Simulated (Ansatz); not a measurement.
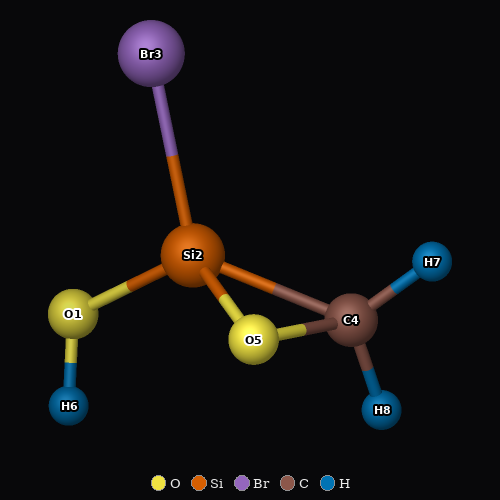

The system is CH3BrO2Si, SMILES O[Si]1(Br)CO1; the picture shows the reference structure. First axis: bond length O1–Si2. Second axis: dihedral H6–O1–Si2–C4. Nothing is relaxed (all other coordinates rigid). The grid has 7 × 8 points. Points are written as (first, second). Energies are in kJ/mol, from the lowest grid point. All numbers below come from RKS PBE0-D4/def2-SVP (Ansatz 0.2.0).

Its coordinates:

```yaml
atoms:
  - { symbol: O, position_ang: [-1.8310, 0.4626, -0.4433] }
  - { symbol: Si, position_ang: [-0.3094, 0.5080, 0.1656] }
  - { symbol: Br, position_ang: [-0.0150, 2.5237, 0.9526] }
  - { symbol: C, position_ang: [1.0684, -0.5929, -0.2097] }
  - { symbol: O, position_ang: [0.2542, -0.7876, 1.0328] }
  - { symbol: H, position_ang: [-2.1764, -0.4128, -0.6513] }
  - { symbol: H, position_ang: [2.1105, -0.3165, 0.0018] }
  - { symbol: H, position_ang: [0.9909, -1.4414, -0.9042] }
```

Range: bond length O1–Si2 from 1.443 to 2.049 Å; dihedral H6–O1–Si2–C4 from −180 to 135°.

What will the energy surface look like?

The lowest grid point is at (1.645 Å, 45°). A higher local minimum lies near (1.645 Å, −135°) (2.4 kJ/mol above the lowest at that grid point). The highest grid point, (2.049 Å, −90°), lies 150 kJ/mol above the lowest. On the interpolated surface the easiest way out of the lowest well to the well at about (1.64 Å, −155°) passes a barrier of about 7.2 kJ/mol, counted from the interpolated bottom of the well. Round the minimum the two coordinates are nearly uncoupled.

| dihedral H6–O1–Si2–C4 ↓, bond length O1–Si2 → | 1.443 | 1.544 | 1.645 | 1.746 | 1.847 | 1.948 | 2.049 |
| --- | --- | --- | --- | --- | --- | --- | --- |
| 135 | 101 | 25 | 6 | 22 | 56 | 101 | 149 |
| 90 | 100 | 24 | 5 | 20 | 54 | 99 | 147 |
| 45 | 93 | 18 | 0 | 16 | 51 | 96 | 145 |
| 0 | 96 | 21 | 2 | 18 | 52 | 97 | 147 |
| −45 | 105 | 28 | 9 | 23 | 57 | 101 | 150 |
| −90 | 103 | 27 | 8 | 23 | 57 | 101 | 150 |
| −135 | 95 | 20 | 2 | 18 | 54 | 99 | 148 |
| −180 | 95 | 20 | 2 | 18 | 54 | 99 | 149 |

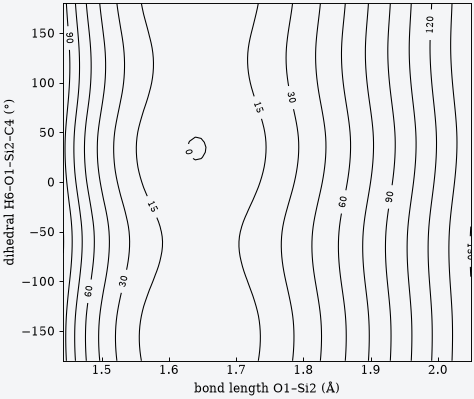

The picture shows contour lines labelled in kJ/mol. Between grid points the surface is interpolated.

The whole map (56 points run) took 9.3 min on 1 thread of AMD EPYC 7R43 64-Core Processor (Zen 3) (shared host).
